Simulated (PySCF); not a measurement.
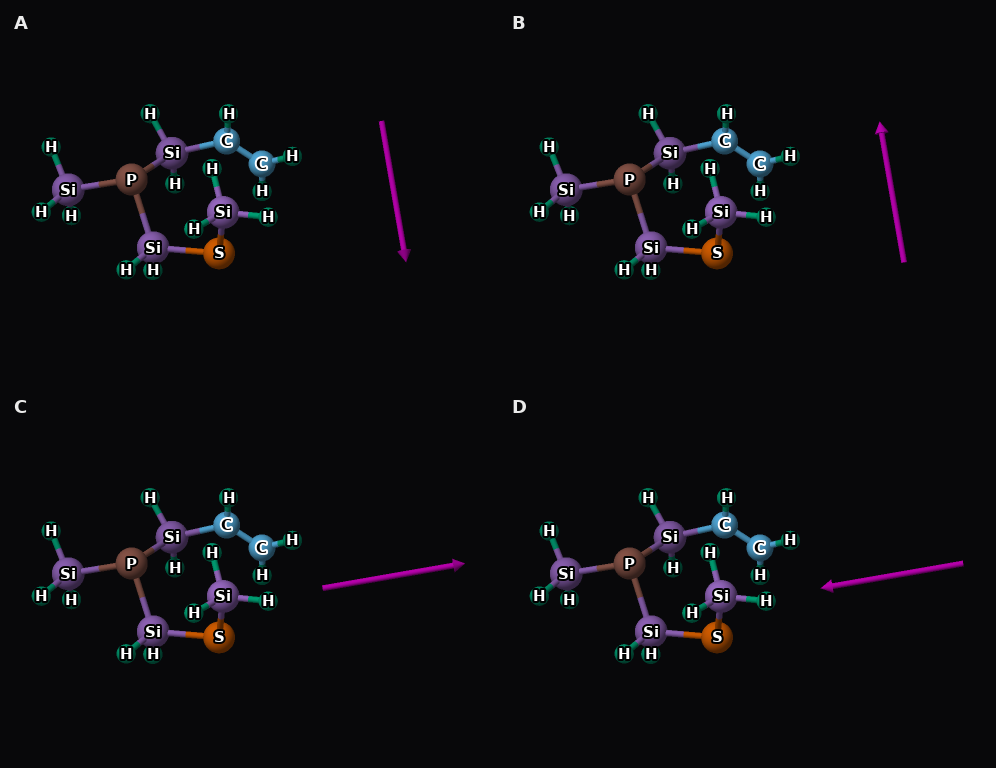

The same molecule four times, each with an arrow. The geometry was computed by an optimisation with GFN2-xTB. No frequency run is at hand to confirm it as a minimum. Level of theory: PBE0/pcSseg-1, gas phase (PySCF 2.14.0).

Question: Which arrow points along the dipole moment, from the negative to the positive end?

Answer: B. The dipole moment is 1.02 D.

The geometry is semi-empirical. Around P, Si such bond lengths and angles can be off by a tenth of an ångström or more and by several degrees, and values that hang on the shape move with them.
